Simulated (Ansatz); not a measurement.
GeH₂···CH₄

Input

```
crystal:
  periodic: [false, false, false]
  atoms:
    - { symbol: Ge, position_ang: [-1.856327, 0.795595, 0.637243] }
    - { symbol: H, position_ang: [0.272299, -0.600886, -0.553373] }
    - { symbol: C, position_ang: [1.159693, -0.054645, -0.245538] }
    - { symbol: H, position_ang: [-1.83172, -0.634039, 1.348692] }
    - { symbol: H, position_ang: [-2.144725, 0.109144, -0.778311] }
    - { symbol: H, position_ang: [0.956826, 0.544876, 0.655057] }
    - { symbol: H, position_ang: [1.483291, 0.603629, -1.060609] }
    - { symbol: H, position_ang: [1.960663, -0.763675, -0.00316] }
basis:
  gaussian: { orbitals: def2-SVP }
hamiltonian:
  xc: pbe0
relax:
  f_tol: 0.03
  max_steps: 50
output:
  orbitals: {}
```

Command:

```sh
ansatz run input.yaml --threads 2 --pin off --max-ram 3072MiB --backend cpu --events-out ev --progress --plain --runs-dir out
```

The fields are those of the relaxed geometry.

Method: RKS PBE0/def2-SVP in Ansatz.

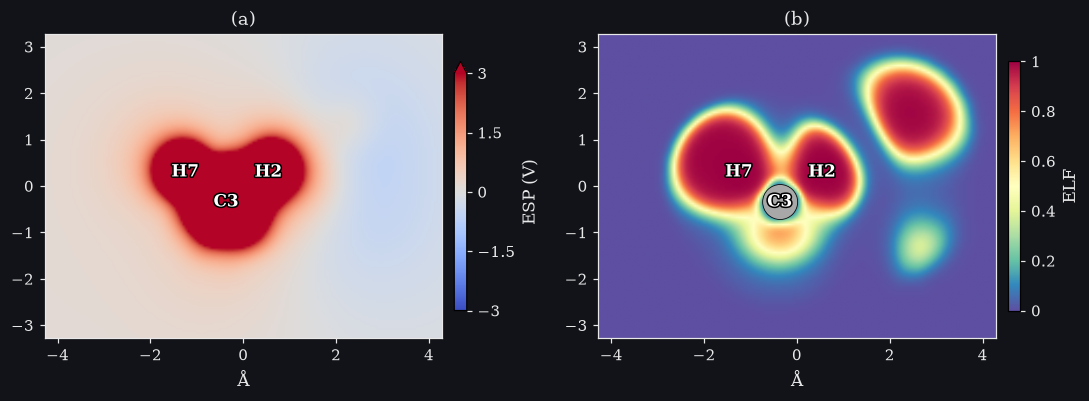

Figure 1. (a) molecular electrostatic potential; (b) ELF on the plane of atoms H2, C3 and H7. Grey discs cover the atomic cores in the ELF map.

### What do the fields say about this system?

The plane passes through H and C nuclei. C–H (1.10 Å): the ELF climbs to about 1 towards the hydrogen, as it does in any bond to H: a covalent bond by its length. Outside the dense part of the complex the potential is most negative (−0.6 V) near H5, which lies off the plane.

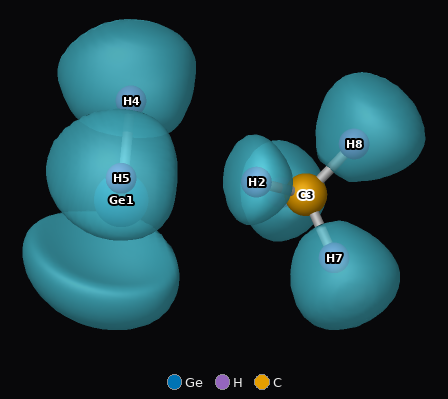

Figure 2. Isosurface of the electron localisation function at 0.9 (cyan), seen at an oblique angle. Core shells and regions of very low density are left out.

### Describe the localisation domains.

The surface consists of six regions around hydrogen nuclei and one lobe on Ge, pointing away from the bonds (lone pairs). Profiles from the grid: Ge1···H2 (2.30 Å): the ELF dips to about 0.10 between them.

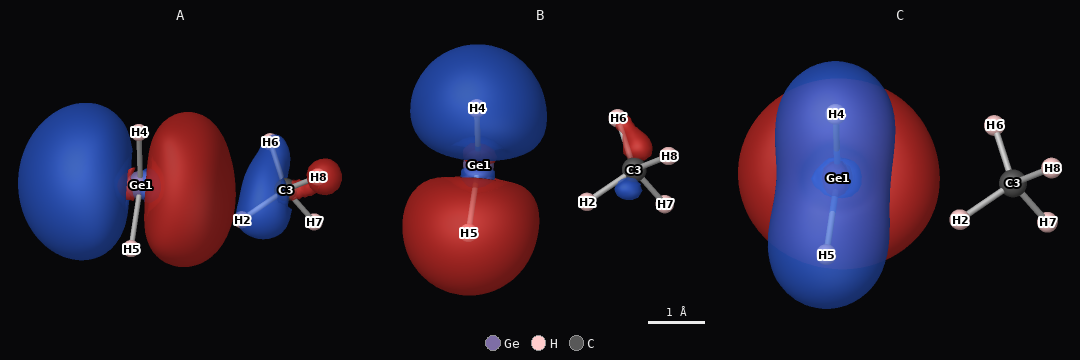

Figure 3. Three frontier orbitals at ±0.1 Å⁻³ᐟ² (red and blue are the two phases), in no order.

### Which picture is the HOMO−1, the HOMO and the LUMO?

B is the HOMO−1 (−8.55 eV). It lies mainly on Ge1 (about 45 %), H5 (about 25 %) and H4 (about 25 %). C is the HOMO (−6.59 eV). It lies mainly on Ge1 (about 75 %), H5 (about 10 %) and H4 (about 10 %). A is the LUMO (−2.17 eV). It lies mainly on Ge1 (about 80 %) and C3 (about 5 %).

### What is the HOMO–LUMO gap?

4.42 eV between the orbital energies.
